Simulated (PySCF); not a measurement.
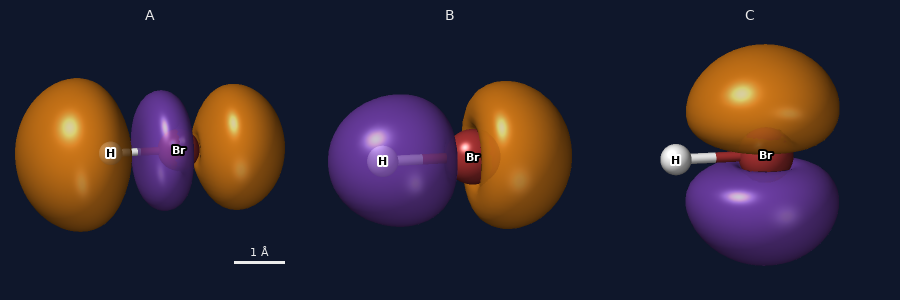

*HBr. Three frontier orbitals, each drawn at the value that holds 80 % of its norm (orange and purple are the two phases), in no order; of a degenerate pair one member is drawn.*

These are results of PBE0/cc-pVTZ(-PP), non-relativistic Hamiltonian with scalar-relativistic core potentials where named, at a bond length of 1.422 Å (PySCF 2.14.0), not measurements.

Question: Name the orbitals and rank them from lowest to highest energy.

Answer: Orbital B: σ, occupied, −12.47 eV; mainly on Br (70 %).
Orbital C: π, occupied, −8.69 eV; almost wholly on Br.
Orbital A: σ, empty, −0.21 eV; shared between the atoms (H 50 %, Br 50 %).
